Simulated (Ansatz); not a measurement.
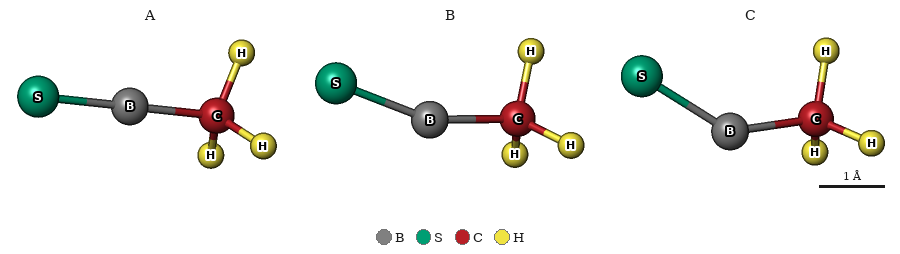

3 geometries from one relaxation of CH3BS, in shuffled order. Style: ball-and-stick. Shown at a tilt.

It is one of the separated products of a reaction.

Theory: Ansatz 0.2.0, RKS PBE0-D4/def2-TZVP. (force threshold 0.005 eV/Å; at most 200 steps)

### Order the frames from highest to lowest energy.

C, B, A. They are steps 0, 1, 6, at +16.7 kcal/mol, +6.44 kcal/mol relative to the last. Over 6 geometry steps the energy falls by 16.7 kcal/mol. The largest force component goes from 3.9 to 0.00015 eV/Å. The atom that moves furthest after the best rigid fit is the B atom (0.41 Å). Largest moves by element: B 0.41 Å, S 0.35 Å, H 0.27 Å, C 0.06 Å. Near-neighbour distances that change, for instance: B–S 1.691 → 1.608 Å, B–C 1.560 → 1.524 Å. Among the angles between lasting bonds that change: S–B–C 140.9° → 180.0°.
